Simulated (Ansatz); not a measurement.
# One shape, several levels: NO2F (nitryl fluoride)

Wanted: a comparison of 6 runs (HF/STO-3G, B2PLYP/STO-3G, B3LYP/STO-3G, CAM-B3LYP/STO-3G, RPA@PBE/STO-3G, BCCD(T)/STO-3G) of NO2F (nitryl fluoride). 

The results are computed with Ansatz 0.2.0.

58 further runs of the same task are left out: 10 that didn't finish, 48 set aside as unsound or not needed.

## Step 1: The structure to begin with

The species is NO2F (4 atoms), meant as a singlet with charge 0. SMILES: `O=[N+]([O-])F`. The N2–O1 distance was set to 1.432 Å, away from the relaxed value.

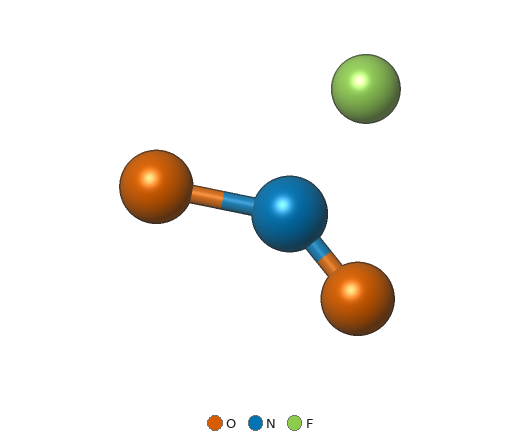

The structure, seen from a chosen angle (oxygen orange, nitrogen blue, fluorine green).

## Step 2: A single-point energy at HF/STO-3G (run 1)

File run.yaml:

```yaml
crystal:
  periodic: [false, false, false]
  atoms:
    - {symbol: O, position_ang: [0.208496, 0.606990, 1.364057]}
    - {symbol: N, position_ang: [0.109710, -0.098240, 0.122020]}
    - {symbol: O, position_ang: [0.475520, -1.064170, -0.373030]}
    - {symbol: F, position_ang: [-0.773970, 0.696460, -0.864650]}
basis:
  gaussian:
    orbitals: STO-3G
hamiltonian:
  xc: hf
accuracy: high
```

Started as:

```
$ ansatz run run.yaml --threads 1 --pin off --max-ram 2610MiB --events-out events.jsonl --progress --plain --runs-dir runs
```

The log of the run:

```text
Warning: RAYON_NUM_THREADS=1 ignored (pool sized by the plan → 1); use --threads N
Functional definition: HF
  name "HF"
  exchange = exact_x
  correlation = 0
366 factors; integrals over basis functions are off by at most 4.2e-8 eV
mean field evaluation 1: about -8131.2874 eV, gradient 5.8e1 eV
mean field evaluation 2: about -8131.4427 eV, gradient 5.8e1 eV
mean field evaluation 4: about -8141.5570 eV, gradient 1.1e1 eV
mean field evaluation 8: about -8142.0656 eV, gradient 2.6e-1 eV
mean field -8142.04794156 eV, -299.2147429739 hartree, gradient 9.3e-8 eV, S^2 0.000000; 0 other end points of the search recorded, 0 dependent functions left out
reference -8142.04794156 eV, -299.2147429739 hartree; 16, 16 occupied and 4, 4 virtual orbitals, 366 factors
Total energy: -8142.04794156 eV, -299.2147429739 hartree
```

Run time: 0.12 s. Hardware: 1 thread of Arm Neoverse V1, shared host.

## Step 3: A single-point energy at B2PLYP/STO-3G (run 2)

run.yaml, as its differences from that of step 2:

```diff
@@ -11,3 +11,5 @@
 hamiltonian:
-  xc: hf
+  xc: {name: B2PLYP}
+correlation:
+  frozen_orbitals: {F: 1, "N": 1, O: 1}
 accuracy: high
```

Started as:

```
$ ansatz run run.yaml --threads 1 --pin off --max-ram 2610MiB --events-out events.jsonl --progress --plain --runs-dir runs
```

The log of the run (excerpt; [...] marks lines left out):

```text
Warning: RAYON_NUM_THREADS=1 ignored (pool sized by the plan → 1); use --threads N
Functional definition: B2PLYP
  name "B2PLYP"
[...]
366 factors; integrals over basis functions are off by at most 4.2e-8 eV
[...]
mean field -8166.73955004 eV, -300.1221428491 hartree, gradient 6.7e-8 eV, S^2 0.000000; 2 other end points of the search recorded, 0 dependent functions left out; unrestricted orbitals would lower it
4 core orbitals not correlated: weight in the atoms' cores, before any rotation towards them, 1.000 or more for the frozen orbitals, at most 0.000 for the correlated occupied ones
reference -8166.73956053 eV, -300.1221432344 hartree; 12, 12 occupied and 4, 4 virtual orbitals, 366 factors
second order -9.88413513 eV of doubles, -0.00000000 eV of singles
Total energy: -8169.40827701 eV, -300.2202167563 hartree
```

It took 1.8 s on 1 thread of Arm Neoverse V1, shared host; peak memory 0.094 GiB.

## Step 4: A single-point energy at B3LYP/STO-3G (run 3)

File input.yaml:

```yaml
crystal:
  periodic: [false, false, false]
  atoms:
    - {symbol: O, position_ang: [0.208496, 0.606990, 1.364057]}
    - {symbol: N, position_ang: [0.109710, -0.098240, 0.122020]}
    - {symbol: O, position_ang: [0.475520, -1.064170, -0.373030]}
    - {symbol: F, position_ang: [-0.773970, 0.696460, -0.864650]}
basis:
  gaussian:
    orbitals: STO-3G
hamiltonian:
  xc: {name: B3LYP}
accuracy: high
```

Started as:

```
$ ansatz run input.yaml --threads 1 --pin off --max-ram 2610MiB --events-out events.jsonl --progress --plain --runs-dir runs
```

The log of the run:

```text
Warning: RAYON_NUM_THREADS=1 ignored (pool sized by the plan → 1); use --threads N
Functional definition: B3LYP
  name "B3LYP"
  parameter a0 = 0.2
  parameter ax = 0.72
  parameter ac = 0.81
  exchange = (1 - a0 - ax)*slater_x + ax*b88_x + a0*exact_x
  correlation = (1 - ac)*vwn_rpa_c + ac*lyp_c
366 factors; integrals over basis functions are off by at most 4.2e-8 eV
mean field evaluation 1: about -8171.5751 eV, gradient 5.0e1 eV
mean field evaluation 2: about -8088.4000 eV, gradient 1.6e2 eV
mean field evaluation 4: about -8178.3075 eV, gradient 1.3e1 eV
mean field evaluation 8: about -8178.8845 eV, gradient 3.8e-2 eV
mean field evaluation 16: about -8178.8788 eV, gradient 2.0e-5 eV
mean field -8178.87884104 eV, -300.5682535650 hartree, gradient 1.3e-8 eV, S^2 0.000000; 0 other end points of the search recorded, 0 dependent functions left out
reference -8178.87885726 eV, -300.5682541611 hartree; 16, 16 occupied and 4, 4 virtual orbitals, 366 factors
Total energy: -8178.87885726 eV, -300.5682541611 hartree
```

Run time: 1.2 s. Hardware: 1 thread of Arm Neoverse V1, shared host; peak memory 0.091 GiB.

Runs 4 to 5 aren't shown in full; the table further down has their settings and results.

## Step 5: The energy at BCCD(T)/STO-3G (run 6)

File run.yaml:

```yaml
crystal:
  periodic: [false, false, false]
  atoms:
    - symbol: O
      position_ang: [0.208496, 0.606990, 1.364057]
    - symbol: "N"
      position_ang: [0.109710, -0.098240, 0.122020]
    - symbol: O
      position_ang: [0.475520, -1.064170, -0.373030]
    - symbol: F
      position_ang: [-0.773970, 0.696460, -0.864650]
basis:
  gaussian:
    orbitals: STO-3G
correlation:
  method: bccd_t
  frozen_orbitals: {F: 1, "N": 1, O: 1}
accuracy: high
scf:
  omitted_lower_state_checks: [cluster_reference, increment]
```

Started as:

```
$ ansatz run run.yaml --threads 1 --pin off --max-ram 2610MiB --events-out events.jsonl --progress --plain --runs-dir runs
```

The log of the run:

```text
Warning: RAYON_NUM_THREADS=1 ignored (pool sized by the plan → 1); use --threads N
[... 11 lines left out ...]
4 core orbitals not correlated: weight in the atoms' cores, before any rotation towards them, 1.000 or more for the frozen orbitals, at most 0.000 for the correlated occupied ones
[... 33 lines left out ...]
Total energy: -8149.67918924 eV, -299.4951861535 hartree
Checks for a lower state left out: cluster_reference, increment
```

Run time: 0.28 s. Hardware: 1 thread of Arm Neoverse V1, shared host.

## Step 6: All runs side by side

| run | level | frozen core orbitals | energy (Eh) | wall time |
| --- | --- | --- | --- | --- |
| 1 | HF/STO-3G | – | -299.214743 | 0.12 s |
| 2 | B2PLYP/STO-3G | 4 | -300.220217 | 1.8 s |
| 3 | B3LYP/STO-3G | – | -300.568254 | 1.2 s |
| 4 | CAM-B3LYP/STO-3G | – | -300.447245 | 1.2 s |
| 5 | RPA@PBE/STO-3G | 4 | -299.601822 | 2.1 s |
| 6 | BCCD(T)/STO-3G | 4 | -299.495186 | 0.28 s |

## Step 7: Results

```
                                          quantity          value
                               run 6: total energy  -299.49519 Eh
run 6: correlation energy (4 core orbitals frozen)     -280.4 mEh
                             run 6: (T) correction     -28.10 mEh
```

In words: Totals of different functionals can't be ranked against each other. In runs 2, 6 the log says that unrestricted orbitals would lower the reference, so the values rest on an unstable closed-shell determinant (other closed-shell runs at this shape may share the fault). In runs 1, 2, 3, 4, 5, 6 the basis is minimal, so the values are rough. All runs together took 6.7 s, the longest 2.1 s.
